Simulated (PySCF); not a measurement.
Vertical excitations of a molecule C3H8OSi from PySCF with TDA-PBE/def2-SVPD, as energy in eV (oscillator strength): 5.87 (0.026), 5.98 (0.008), 6.32 (0.004), 6.80 (0.000), 6.82 (0.014), 7.00 (0.008), 7.15 (0.088), 7.23 (0.002), 7.33 (0.032), 7.42 (0.023). Lowest triplet (TDA): 5.64 eV. The structure is a stationary point at TPSSh-D3(BJ)/def2-SVP. Other conformers were not sampled.

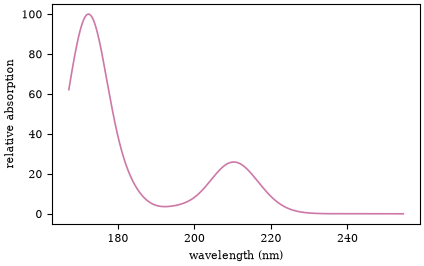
Fig. 1. The lines broadened by 0.4 eV.

### Question
Which molecule gave these data?
A. C[SiH](C)C=O
B. OC1C[SiH2]C1
C. C=CCO[SiH3]
D. [SiH3]OC1CC1

### Answer
B, OC1C[SiH2]C1
